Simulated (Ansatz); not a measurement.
**AlH2F (triplet): one geometry, many settings at a displaced geometry (v2)**

What do other methods and options give for AlH2F (triplet) at this geometry, and how long do they take?

The runs use Ansatz 0.2.0, Gaussian basis; the settings change from run to run.

44 further runs of the same task are left out: 16 for a known fault of the program, 11 that didn't finish, 17 set aside as unsound or not needed. Runs told in other sessions of the task aren't counted.

### Step 1. What is computed

The geometry is a PBE0/def2-TZVP stationary point (not a proven minimum) with its atoms shifted at random (size 0.100 Å).

4 atoms, charge 0, spin multiplicity 3.

Atoms are counted from 1 here; the program's logs count them from 0.

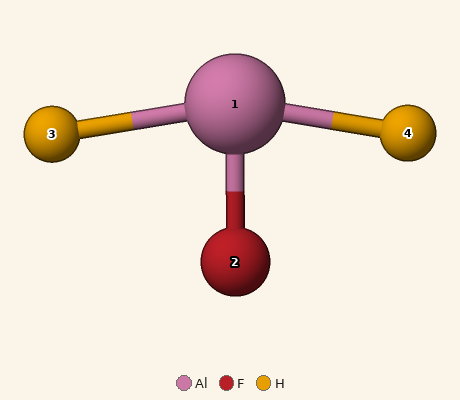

The geometry (aluminium pink, fluorine red, hydrogen amber); atoms are numbered from 1 in the order of the file.

### Step 2. CCSD on UHF/STO-3G

Contents of in.yaml:

```yaml
crystal:
  periodic: [false, false, false]
  atoms:
    - {symbol: Al, position_ang: [0.067224, -0.001144, 0.668950]}
    - {symbol: F, position_ang: [-0.097650, 0.007230, -0.988014]}
    - {symbol: H, position_ang: [-0.021029, -1.925998, 0.348748]}
    - {symbol: H, position_ang: [0.062079, 1.820341, 0.366964]}
basis:
  gaussian: {orbitals: STO-3G}
magnetization: {spin_polarized: true, initial_magnetization: 2}
correlation: {method: ccsd, electrons: valence}
scf: {lower_state_search: full}
output: {forces: true}
```

Command:

```bash
$ ansatz run in.yaml --threads 1 --pin off --events-out ev --progress --plain --max-ram 2393MiB
```

What it wrote, shortened:

```text
Functional definition: HF
  name "HF"
  cite "Fock, Z. Phys. 61, 126 (1930) doi:10.1007/BF01340294"
  parent pbe
[...]
192 factors; integrals over basis functions are off by at most 3.0e-5 eV
[...]
mean field -9196.78400978 eV, -337.9755785554 hartree, gradient 1.7e-6 eV, S^2 2.043639; 8 other end points of the search recorded, 0 dependent functions left out
determinant -9196.78400978 eV, -337.9755785554 hartree, with singles and doubles -9198.63763355 eV, -338.0436979725 hartree
determinant -9195.56130139 eV, -337.9306448507 hartree, with singles and doubles -9197.38157226 eV, -337.9975385716 hartree
determinant -9194.75458507 eV, -337.9009985727 hartree, with singles and doubles -9196.02112040 eV, -337.9475428876 hartree
6 core orbitals not correlated: weight in the atoms' cores, before any rotation towards them, 1.000 or more for the frozen orbitals, at most 0.000 for the correlated occupied ones
reference -9196.78400978 eV, -337.9755785554 hartree; 7, 5 occupied and 3, 5 virtual orbitals, 192 factors
second order -1.27719582 eV of doubles, -0.00000000 eV of singles
cycle   1  -1.85152372 eV  change    2.1e-3 eV  update   7.6e-3
[...]
cycle  15  -1.86281275 eV  change    8.4e-8 eV  update   3.7e-7
[...]
Total energy: -9198.64682253 eV, -338.0440356613 hartree
Atom 0 at     0.067224    -0.001144     0.668950 Å, force     0.029988     1.964109    -0.337450 eV/Å
Atom 1 at    -0.097650     0.007230    -0.988014 Å, force     0.042240    -0.729791     0.557686 eV/Å
Atom 2 at    -0.021029    -1.925998     0.348748 Å, force    -0.074020    -0.233657    -0.529245 eV/Å
Atom 3 at     0.062079     1.820341     0.366964 Å, force     0.001792    -1.000660     0.309009 eV/Å
Dipole moment:     0.015150    -0.150695     0.170340 e Å
```

It took 0.39 s on 1 thread of Arm Neoverse V2, shared host.

From the report: ⟨S²⟩ of the determinant 2.044 (pure triplet: 2.00); correlation -1.8628 eV; T1 0.050; largest double amplitude 0.12.

### Step 3. CCSD/cc-pVDZ

in.yaml: that of step 2 with these lines changed.

```diff
@@ -8,6 +8,5 @@
 basis:
-  gaussian: {orbitals: STO-3G}
+  gaussian: {orbitals: cc-pVDZ}
 magnetization: {spin_polarized: true, initial_magnetization: 2}
-correlation: {method: ccsd, electrons: valence}
-scf: {lower_state_search: full}
-output: {forces: true}
+hamiltonian: {xc: {name: PBE0}}
+correlation: {method: ccsd, electrons: outside_noble_gas}
```

The command is unchanged.

What it wrote, shortened:

```text
Functional definition: PBE0
  name "PBE0"
  cite "Adamo & Barone, J. Chem. Phys. 110, 6158 (1999) doi:10.1063/1.478522"
  cite "Perdew, Burke & Ernzerhof, Phys. Rev. Lett. 77, 3865 (1996) doi:10.1103/PhysRevLett.77.3865"
  parent pbe
[...]
395 factors; integrals over basis functions are off by at most 1.3e-3 eV
[...]
mean field -9337.13043584 eV, -343.1332145830 hartree, gradient 4.3e-6 eV, S^2 2.013202; 2 other end points of the search recorded, 0 dependent functions left out
6 core orbitals not correlated: weight in the atoms' cores, before any rotation towards them, 1.000 or more for the frozen orbitals, at most 0.000 for the correlated occupied ones
reference -9316.68346836 eV, -342.3818023874 hartree; 7, 5 occupied and 29, 31 virtual orbitals, 395 factors
second order -7.25254024 eV of doubles, -0.27343432 eV of singles
cycle   1  -7.25288350 eV  change    2.0e-1 eV  update   1.1e-1
[...]
cycle  12  -7.64946709 eV  change    3.3e-6 eV  update   1.2e-5
WARN: these amplitudes may be one of several solutions (largest doubles amplitude 0.12, level shift 0.35 eV)
Total energy: -9324.33293546 eV, -342.6629151182 hartree
```

Run time: 1.9 s. Hardware: 1 thread of Arm Neoverse V2, shared host.

From the report: ⟨S²⟩ of the determinant 2.013 (pure triplet: 2.00); correlation -7.6495 eV; T1 0.018; largest double amplitude 0.12. The orbitals are Kohn-Sham ones, so correlation energy and T1 don't compare with those on Hartree-Fock orbitals. The report flags that the cluster equations may have other roots.

### Step 4. BCCD/6-31G*

in.yaml: that of step 3 with these lines changed.

```diff
@@ -8,5 +8,6 @@
 basis:
-  gaussian: {orbitals: cc-pVDZ}
+  gaussian: {orbitals: "6-31G*"}
 magnetization: {spin_polarized: true, initial_magnetization: 2}
 hamiltonian: {xc: {name: PBE0}}
-correlation: {method: ccsd, electrons: outside_noble_gas}
+correlation: {method: bccd, electrons: valence, diis_vectors: 4}
+output: {forces: true}
```

The command is unchanged.

What it wrote, shortened:

```text
Functional definition: PBE0
  name "PBE0"
  cite "Adamo & Barone, J. Chem. Phys. 110, 6158 (1999) doi:10.1063/1.478522"
  cite "Perdew, Burke & Ernzerhof, Phys. Rev. Lett. 77, 3865 (1996) doi:10.1103/PhysRevLett.77.3865"
  parent pbe
[...]
354 factors; integrals over basis functions are off by at most 7.6e-4 eV
[...]
mean field -9336.58299677 eV, -343.1130965679 hartree, gradient 6.2e-6 eV, S^2 2.012566; 0 other end points of the search recorded, 0 dependent functions left out
6 core orbitals not correlated: weight in the atoms' cores, before any rotation towards them, 1.000 or more for the frozen orbitals, at most 0.000 for the correlated occupied ones
reference -9316.13596015 eV, -342.3616818319 hartree; 7, 5 occupied and 25, 27 virtual orbitals, 354 factors
second order -6.60218327 eV of doubles, -0.27941167 eV of singles
cycle   1  -6.59868754 eV  change    2.1e-1 eV  update   1.1e-1
[...]
cycle  18  -7.01864395 eV  change   -5.0e-7 eV  update   7.9e-7
WARN: these amplitudes may be one of several solutions (largest doubles amplitude 0.11, level shift 0.34 eV)
[...]
Total energy: -9323.15460410 eV, -342.6196122395 hartree
Atom 0 at     0.067224    -0.001144     0.668950 Å, force     0.067579     0.694436     0.308116 eV/Å
Atom 1 at    -0.097650     0.007230    -0.988014 Å, force    -0.023285    -0.394179    -0.185250 eV/Å
Atom 2 at    -0.021029    -1.925998     0.348748 Å, force    -0.054553    -0.685415    -0.262029 eV/Å
Atom 3 at     0.062079     1.820341     0.366964 Å, force     0.010259     0.385157     0.139163 eV/Å
Dipole moment:     0.021387    -0.103441     0.265577 e Å
```

Wall time 4.1 s (1 thread of Arm Neoverse V2, shared host).

From the report: ⟨S²⟩ of the determinant 2.013 (pure triplet: 2.00); correlation -7.0186 eV; largest double amplitude 0.11. The report flags that the cluster equations may have other roots.

### Step 5. NEVPT4(SD)(10,7)/STO-3G

Contents of in.yaml:

```yaml
crystal:
  periodic: [false, false, false]
  atoms:
    - {symbol: Al, position_ang: [0.067224, -0.001144, 0.668950]}
    - {symbol: F, position_ang: [-0.097650, 0.007230, -0.988014]}
    - {symbol: H, position_ang: [-0.021029, -1.925998, 0.348748]}
    - {symbol: H, position_ang: [0.062079, 1.820341, 0.366964]}
basis:
  gaussian: {orbitals: STO-3G, point_charges: [{charge: 0.50, position_ang: [5.035, -0.807, -0.064]}]}
magnetization: {spin_polarized: false, initial_magnetization: 2}
correlation: {method: fic_nevpt4_sd, electrons: valence, active_space: {window: {electrons: 10, orbitals: 7}, states: [{multiplicity: 3, weights: [1, 0.5, 0.5, 1]}, {multiplicity: 5, weights: [1]}], root: 2}}
```

The command is unchanged.

What it wrote, shortened:

```text
Functional definition: HF
  name "HF"
  cite "Fock, Z. Phys. 61, 126 (1930) doi:10.1007/BF01340294"
  parent pbe
[...]
265 factors; integrals over basis functions are off by at most 2.9e-8 eV
[...]
mean field -9196.50865708 eV, -337.9654595301 hartree, gradient 2.3e-6 eV, S^2 2.000000; 4 other end points of the search recorded, 0 dependent functions left out
reference -9196.50865708 eV, -337.9654595301 hartree; 13, 11 occupied and 3, 5 virtual orbitals, 265 factors
state -9196.64628267 eV, -337.9705171775 hartree
state -9194.87054715 eV, -337.9052601008 hartree
state -9194.15351339 eV, -337.8789095958 hartree
state -9194.05187705 eV, -337.8751745293 hartree
state -9196.64628267 eV, -337.9705171775 hartree; corrected -9198.70701616 eV, -338.0462477362 hartree
state -9194.87054715 eV, -337.9052601008 hartree; corrected -9197.19875551 eV, -337.9908201799 hartree
state -9194.15351339 eV, -337.8789095958 hartree; corrected -9195.87739686 eV, -337.9422611449 hartree
state -9194.05187705 eV, -337.8751745293 hartree; corrected -9195.58259624 eV, -337.9314274220 hartree
state -9191.28887899 eV, -337.7736362235 hartree
state -9191.28887899 eV, -337.7736362235 hartree; corrected -9192.95672737 eV, -337.8349285209 hartree
Total energy: -9195.87739686 eV, -337.9422611449 hartree
```

Run time: 1.8 s. Hardware: 1 thread of Arm Neoverse V2, shared host.

From the report: 441 determinants; active occupations (of the averaged states) 1.97, 1.94, 1.86, 1.59, 1.32, 0.80, 0.52.

### Step 6. NEVPT2(14,8)/6-31G*

Contents of in.yaml:

```yaml
crystal:
  periodic: [false, false, false]
  atoms:
    - {symbol: Al, position_ang: [0.067224, -0.001144, 0.668950]}
    - {symbol: F, position_ang: [-0.097650, 0.007230, -0.988014]}
    - {symbol: H, position_ang: [-0.021029, -1.925998, 0.348748]}
    - {symbol: H, position_ang: [0.062079, 1.820341, 0.366964]}
basis:
  gaussian: {orbitals: "6-31G*", fitting: {mean_field: def2-universal-jkfit}}
magnetization: {spin_polarized: false, initial_magnetization: 2}
correlation: {method: sc_nevpt2, electrons: all, active_space: {window: {electrons: 14, orbitals: 8}, states: [{multiplicity: 3, weights: [1, 0.5, 1, 1]}], root: 3}}
accuracy: high
```

Launched as before.

What it wrote, shortened:

```text
Functional definition: HF
  name "HF"
  cite "Fock, Z. Phys. 61, 126 (1930) doi:10.1007/BF01340294"
  parent pbe
[...]
241 factors; integrals over basis functions are off by at most 1.2e-1 eV
[...]
mean field -9316.43875562 eV, -342.3728093601 hartree, gradient 2.6e-8 eV, S^2 2.000000; 5 other end points of the search recorded, 0 dependent functions left out
reference -9316.43875562 eV, -342.3728093601 hartree; 13, 11 occupied and 25, 27 virtual orbitals, 241 factors
state -9315.26972050 eV, -342.3298481118 hartree
state -9313.50704693 eV, -342.2650710527 hartree
state -9311.81885504 eV, -342.2030311451 hartree
state -9311.27734436 eV, -342.1831309949 hartree
state -9315.26972050 eV, -342.3298481118 hartree; corrected -9322.01472313 eV, -342.5777223866 hartree
state -9313.50704693 eV, -342.2650710527 hartree; corrected -9320.11361310 eV, -342.5078578815 hartree
state -9311.81885504 eV, -342.2030311451 hartree; corrected -9316.99799741 eV, -342.3933611167 hartree
state -9311.27734436 eV, -342.1831309949 hartree; corrected -9317.21630176 eV, -342.4013836537 hartree
WARN: 2 active orbitals are nearly empty or full. The corrections depend on them more than the energy does, and are more stable in an active space without them
Total energy: -9317.21630176 eV, -342.4013836537 hartree
```

Wall time 0.99 s (1 thread of Arm Neoverse V2, shared host).

From the report: 64 determinants; active occupations (of the averaged states) 2.00, 2.00, 2.00, 1.82, 1.75, 1.71, 1.68, 1.04. The report marks this result as in doubt.

### Step 7. CASSCF(4,5)/6-31G

Contents of in.yaml:

```yaml
crystal:
  periodic: [false, false, false]
  atoms:
    - {symbol: Al, position_ang: [0.067224, -0.001144, 0.668950]}
    - {symbol: F, position_ang: [-0.097650, 0.007230, -0.988014]}
    - {symbol: H, position_ang: [-0.021029, -1.925998, 0.348748]}
    - {symbol: H, position_ang: [0.062079, 1.820341, 0.366964]}
basis:
  gaussian: {orbitals: 6-31G}
magnetization: {spin_polarized: false, initial_magnetization: 2}
correlation: {active_space: {window: {electrons: 4, orbitals: 5}}}
scf: {lower_state_search: full}
```

Launched as before.

What it wrote:

```text
Functional definition: HF
  name "HF"
  cite "Fock, Z. Phys. 61, 126 (1930) doi:10.1007/BF01340294"
  parent pbe
  exchange = exact_x
  correlation = 0
284 factors; integrals over basis functions are off by at most 2.4e-4 eV
mean field evaluation 1: about -9313.2286 eV, gradient 2.8e1 eV
mean field evaluation 2: about -9313.2351 eV, gradient 2.9e1 eV
mean field evaluation 4: about -9315.1440 eV, gradient 2.6e0 eV
mean field evaluation 8: about -9315.2821 eV, gradient 1.1e-1 eV
mean field evaluation 16: about -9315.2835 eV, gradient 2.3e-6 eV
mean field evaluation 32: about -9288.5218 eV, gradient 8.2e1 eV
mean field evaluation 64: about -9315.2567 eV, gradient 6.6e-1 eV
mean field evaluation 96: about -9315.2673 eV, gradient 3.8e-1 eV
mean field evaluation 128: about -9315.2835 eV, gradient 2.7e-6 eV
mean field -9315.28346189 eV, -342.3303530984 hartree, gradient 2.3e-6 eV, S^2 2.000000; 7 other end points of the search recorded, 0 dependent functions left out
reference -9315.28346189 eV, -342.3303530984 hartree; 13, 11 occupied and 13, 15 virtual orbitals, 284 factors
state -9316.08176989 eV, -342.3596903766 hartree
Total energy: -9316.08176989 eV, -342.3596903766 hartree
```

Wall time 0.57 s (1 thread of Arm Neoverse V2, shared host).

From the report: 100 determinants; active occupations 1.94, 1.01, 0.98, 0.04, 0.03.

### Step 8. HF (UHF)/cc-pVDZ

in.yaml: that of step 7 with these lines changed.

```diff
@@ -8,5 +8,6 @@
 basis:
-  gaussian: {orbitals: 6-31G}
-magnetization: {spin_polarized: false, initial_magnetization: 2}
-correlation: {active_space: {window: {electrons: 4, orbitals: 5}}}
+  gaussian: {orbitals: cc-pVDZ}
+magnetization: {spin_polarized: true, initial_magnetization: 2}
+hamiltonian: {xc: hf}
 scf: {lower_state_search: full}
+output: {orbitals: {seedname: orbitals}}
```

Same command.

What it wrote, shortened:

```text
Functional definition: HF
  name "HF"
  cite "Fock, Z. Phys. 61, 126 (1930) doi:10.1007/BF01340294"
  parent pbe
[...]
395 factors; integrals over basis functions are off by at most 1.3e-3 eV
[...]
mean field -9317.21068310 eV, -342.4011771716 hartree, gradient 3.2e-5 eV, S^2 2.047620; 5 other end points of the search recorded, 0 dependent functions left out
reference -9317.21068310 eV, -342.4011771716 hartree; 13, 11 occupied and 29, 31 virtual orbitals, 395 factors
Total energy: -9317.21068310 eV, -342.4011771716 hartree
```

Run time: 0.78 s. Hardware: 1 thread of Arm Neoverse V2, shared host.

From the report: ⟨S²⟩ of the determinant 2.048 (pure triplet: 2.00).

### Step 9. BCCD on ROHF/cc-pVDZ

Contents of in.yaml:

```yaml
crystal:
  periodic: [false, false, false]
  atoms:
    - {symbol: Al, position_ang: [0.067224, -0.001144, 0.668950]}
    - {symbol: F, position_ang: [-0.097650, 0.007230, -0.988014]}
    - {symbol: H, position_ang: [-0.021029, -1.925998, 0.348748]}
    - {symbol: H, position_ang: [0.062079, 1.820341, 0.366964]}
basis:
  gaussian: {orbitals: cc-pVDZ, fitting: {mean_field: def2-universal-jkfit}}
magnetization: {spin_polarized: false, initial_magnetization: 2}
correlation: {method: bccd, electrons: valence}
```

Same command.

What it wrote, shortened:

```text
Functional definition: HF
  name "HF"
  cite "Fock, Z. Phys. 61, 126 (1930) doi:10.1007/BF01340294"
  parent pbe
[...]
241 factors; integrals over basis functions are off by at most 4.8e-1 eV
[...]
mean field -9316.96354739 eV, -342.3920951018 hartree, gradient 1.2e-6 eV, S^2 2.000000; 6 other end points of the search recorded, 0 dependent functions left out
determinant -9316.96354739 eV, -342.3920951018 hartree, with singles and doubles -9324.35179568 eV, -342.6636082185 hartree
determinant -9314.52658480 eV, -342.3025383785 hartree, with singles and doubles -9322.16624949 eV, -342.5832908774 hartree
determinant -9314.26948642 eV, -342.2930901875 hartree, with singles and doubles -9322.05961430 eV, -342.5793721065 hartree
6 core orbitals not correlated: weight in the atoms' cores, before any rotation towards them, 1.000 or more for the frozen orbitals, at most 0.000 for the correlated occupied ones
reference -9316.96354739 eV, -342.3920951018 hartree; 7, 5 occupied and 29, 31 virtual orbitals, 241 factors
second order -6.71242248 eV of doubles, -0.08833321 eV of singles
cycle   1  -7.41734894 eV  change   -2.9e-2 eV  update   4.3e-2
[...]
cycle  14  -7.41667233 eV  change    6.7e-7 eV  update   7.5e-6
Total energy: -9324.38021972 eV, -342.6646527828 hartree
```

Run time: 2.9 s. Hardware: 1 thread of Arm Neoverse V2, shared host.

From the report: correlation -7.4167 eV; largest double amplitude 0.12.

### Step 10. BCCD on UHF/cc-pVDZ

Contents of in.yaml:

```yaml
crystal:
  periodic: [false, false, false]
  atoms:
    - {symbol: Al, position_ang: [0.067224, -0.001144, 0.668950]}
    - {symbol: F, position_ang: [-0.097650, 0.007230, -0.988014]}
    - {symbol: H, position_ang: [-0.021029, -1.925998, 0.348748]}
    - {symbol: H, position_ang: [0.062079, 1.820341, 0.366964]}
basis:
  gaussian: {orbitals: cc-pVDZ}
magnetization: {spin_polarized: true, initial_magnetization: 2}
correlation: {method: bccd, electrons: outside_noble_gas}
accuracy: high
scf: {lower_state_search: full}
output: {forces: true}
```

Launched as before.

What it wrote, shortened:

```text
Functional definition: HF
  name "HF"
  cite "Fock, Z. Phys. 61, 126 (1930) doi:10.1007/BF01340294"
  parent pbe
[...]
868 factors; integrals over basis functions are off by at most 3.4e-9 eV
[...]
mean field -9317.21096275 eV, -342.4011874485 hartree, gradient 4.0e-8 eV, S^2 2.047620; 11 other end points of the search recorded, 0 dependent functions left out
determinant -9317.21096275 eV, -342.4011874485 hartree, with singles and doubles -9324.38713927 eV, -342.6649070717 hartree
determinant -9315.13001559 eV, -342.3247140512 hartree, with singles and doubles -9322.70581860 eV, -342.6031196764 hartree
determinant -9314.60121214 eV, -342.3052808827 hartree, with singles and doubles -9322.18921733 eV, -342.5841349301 hartree
6 core orbitals not correlated: weight in the atoms' cores, before any rotation towards them, 1.000 or more for the frozen orbitals, at most 0.000 for the correlated occupied ones
reference -9317.21096275 eV, -342.4011874485 hartree; 7, 5 occupied and 29, 31 virtual orbitals, 868 factors
second order -6.64147131 eV of doubles, -0.00000000 eV of singles
cycle   1  -7.16713147 eV  change    9.0e-3 eV  update   2.4e-2
[...]
cycle  32  -7.17087345 eV  change   5.8e-10 eV  update  8.1e-10
[...]
Total energy: -9324.38183620 eV, -342.6647121874 hartree
Atom 0 at     0.067224    -0.001144     0.668950 Å, force     0.173879     0.805996     1.367489 eV/Å
Atom 1 at    -0.097650     0.007230    -0.988014 Å, force    -0.140985    -0.433129    -1.367971 eV/Å
Atom 2 at    -0.021029    -1.925998     0.348748 Å, force    -0.050014    -0.637041    -0.227545 eV/Å
Atom 3 at     0.062079     1.820341     0.366964 Å, force     0.017120     0.264174     0.228028 eV/Å
Dipole moment:     0.023738    -0.126717     0.295183 e Å
```

Run time: 12 s. Hardware: 1 thread of Arm Neoverse V2, shared host; peak memory 0.25 GiB.

From the report: ⟨S²⟩ of the determinant 2.048 (pure triplet: 2.00); correlation -7.1709 eV; largest double amplitude 0.12.

### Step 11. The runs in one table

Where basis and cores are those of an earlier UCCSDT(Q)/cc-pVDZ run (-9324.6086 eV), and the records show the same count of frozen orbitals and kind of state, the miss against it is given; a blank cell means that this couldn't be shown. † marks a result that the program doubts.

```csv
level,correlated,functions,energy (eV),from UCCSDT(Q) (meV),time
CCSD on UHF/STO-3G,valence,16,-9198.6468,,0.39 s
CCSD/cc-pVDZ (on PBE0 orbitals) †,outside noble gas,42,-9324.3329,275.6,1.9 s
BCCD/6-31G* (on PBE0 orbitals) †,valence,38,-9323.1546,,4.1 s
"NEVPT4(SD)(10,7)/STO-3G (excited root 2 of an average, beside a point charge)",valence,16,-9195.8774,,1.8 s
"NEVPT2(14,8)/6-31G* (excited root 3 of an average) †",all,38,-9317.2163,,0.99 s
"CASSCF(4,5)/6-31G",,26,-9316.0818,,0.57 s
HF (UHF)/cc-pVDZ,,42,-9317.2107,7397.9,0.78 s
BCCD on ROHF/cc-pVDZ,valence,42,-9324.3802,228.3,2.9 s
BCCD on UHF/cc-pVDZ,outside noble gas,42,-9324.3818,226.7,12 s
```

### Step 12. What came out

| quantity | value |
| --- | --- |
| runs | 9 |
| quickest | CCSD on UHF/STO-3G, 0.39 s |
| slowest | BCCD on UHF/cc-pVDZ, 12 s |

What this shows: Total energies in different bases, with other cores or another treatment of relativity can't be set against each other. BCCD on UHF/cc-pVDZ took 31 times as long as CCSD on UHF/STO-3G; the jobs differ in more than the method. Among the correlated runs with a miss given, it spans +227 to +276 meV. Hartree-Fock, CASSCF and CASCI lack dynamic correlation by design. Cores frozen from Kohn-Sham orbitals shift the total energy.
